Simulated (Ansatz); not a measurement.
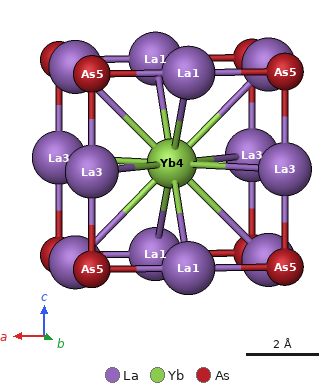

A crystal of La3YbAs (a generated structure, set up in Pm-3m) (coarse preliminary run), before the relaxation. A ball-and-stick model of the cell of the calculation, seen from a free direction.

Computed with DFT PBE, scalar-relativistic, plane waves, PAW in Ansatz.

Input
```yaml
crystal:
  lattice:
    - [5.49397678, 0.0, 0.0]
    - [0.0, 5.49397678, 0.0]
    - [0.0, 0.0, 5.49397678]
  atoms:
    - { symbol: La, position: [0.5, 0.0, 0.0] }
    - { symbol: La, position: [0.0, 0.5, 0.0] }
    - { symbol: La, position: [0.0, 0.0, 0.5] }
    - { symbol: Yb, position: [0.5, 0.5, 0.5] }
    - { symbol: As, position: [0.0, 0.0, 0.0] }
basis:
  ecutwfc: 420
kpoints:
  mp_grid: { grid: [4, 4, 4] }
hamiltonian:
  xc: pbe
scf:
  occupations: { method: gaussian, width: 0.1 }
  lower_state_search: "off"
output:
  forces: true
  stress: true
  eigenvalues: true
relax:
  adjacent_minimum: "off"
  f_tol: 0.04
  max_steps: 70
  cell: { stress_tol: 0.4 }
```

Launched with:
```bash
ansatz run input.yaml --threads 1 --pin off --max-ram 2048MiB --backend cpu --events-out ev --progress --plain --runs-dir out
```

Question: Where does the relaxation end?

Answer: No atom moves by more than 0.005 Å relative to the cell. Cell: a = b = c 5.494 → 5.829 Å (+6.1 %). Volume +19.4 %. Among the contacts that change: La1–Yb4 3.885 → 4.122 Å, La1–As5 2.747 → 2.915 Å. The space group stays Pm-3m (No. 221). Over 2 accepted moves (3 points after the start) the energy falls by 184 meV per atom. All forces vanish by symmetry, so only the cell relaxes. Pressure: 9.99 GPa at the start and 0.40 GPa at the end. The SCF was repeated once at an unchanged geometry on a basis and grid sized afresh for the cell, which shifted the energy by 1.2 meV per atom at most. Cost: 17 s on 1 thread of AMD EPYC 9R14 (Zen 4), on a shared host, peak memory 0.55 GiB.

History of the run:

```
step  E − E(0), meV/atom  pressure, GPa  volume, Å³/atom                      note
   0                0.00           9.99           33.166                          
   1             -174.19           1.83           38.257                          
   2             -183.17           0.36           39.616                          
   3             -184.32           0.40           39.616  same geometry, new basis
```

Final geometry:

```
La Yb As
1.0
     5.82925    0.00000    0.00000
     0.00000    5.82925    0.00000
     0.00000    0.00000    5.82925
La Yb As
3 1 1
Cartesian
  2.9146 5.8293 5.8293
  5.8293 2.9146 5.8293
  5.8293 5.8293 2.9146
  2.9146 2.9146 2.9146
  5.8293 5.8293 5.8293
```

After the run, drawn alike:

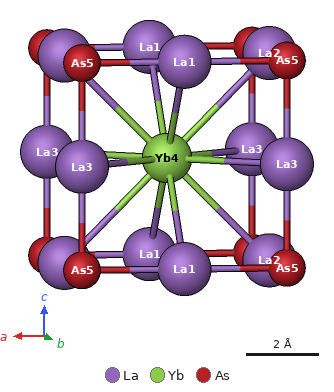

Limits of the set-up: 4f states are treated without a Hubbard U.
